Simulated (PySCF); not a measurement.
```yaml
atoms:
  - { symbol: C, position_ang: [1.9850, 1.2951, -0.0170] }
  - { symbol: O, position_ang: [1.6887, -0.0093, -0.4340] }
  - { symbol: C, position_ang: [0.5663, -0.5227, 0.1683] }
  - { symbol: C, position_ang: [-0.1772, -1.5806, -0.5591] }
  - { symbol: C, position_ang: [-0.7735, -0.2036, -0.4409] }
  - { symbol: C, position_ang: [-1.9541, 0.0446, 0.4326] }
  - { symbol: F, position_ang: [-1.9940, 1.3163, 0.8484] }
  - { symbol: F, position_ang: [-1.9324, -0.7300, 1.5281] }
  - { symbol: F, position_ang: [-3.1056, -0.1971, -0.2019] }
  - { symbol: H, position_ang: [1.1472, 1.9889, -0.2177] }
  - { symbol: H, position_ang: [2.2124, 1.3375, 1.0651] }
  - { symbol: H, position_ang: [2.8697, 1.6303, -0.5748] }
  - { symbol: H, position_ang: [0.6054, -0.5876, 1.2658] }
  - { symbol: H, position_ang: [0.2043, -1.8596, -1.5435] }
  - { symbol: H, position_ang: [-0.6251, -2.3880, 0.0243] }
  - { symbol: H, position_ang: [-0.7636, 0.4256, -1.3349] }
```

Geometry: PBE0-D3(BJ)/def2-SVP.

Method: wB97X-D/def2-SVPD, SCF density, gas phase (PySCF 2.14.0).

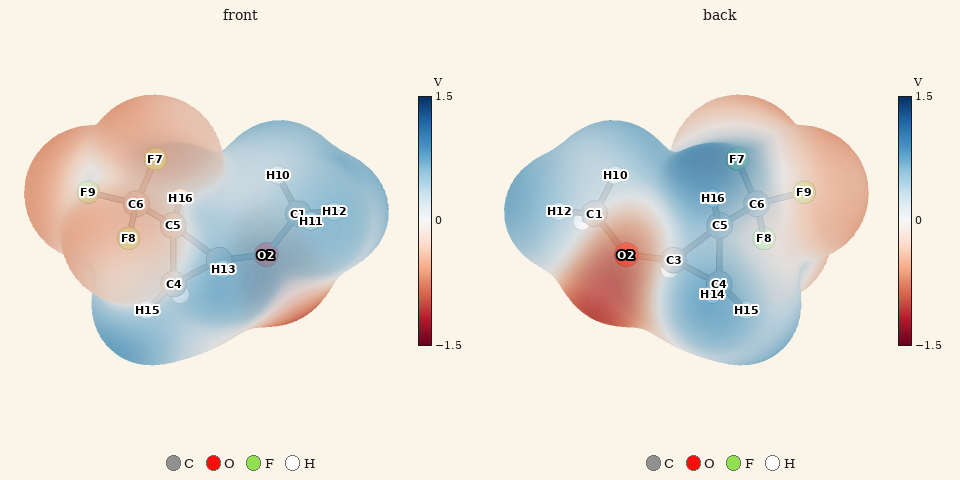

C₅H₇F₃O. The electrostatic potential painted on the density surface at 0.001 e/bohr³, seen from the front and from behind; the colour scale runs from red (negative) to blue (positive).

Question: Describe the electrostatic potential map.

Answer: The most negative region (about −1.0 V, or −23 kcal/mol for a unit charge) lies over O2, the most positive (about +0.9 V, or +21 kcal/mol for a unit charge) over H16. O2 is the likeliest acceptor of a hydrogen bond.

Question: What dipole moment does the calculation give?

Answer: Its dipole moment is 1.66 D.
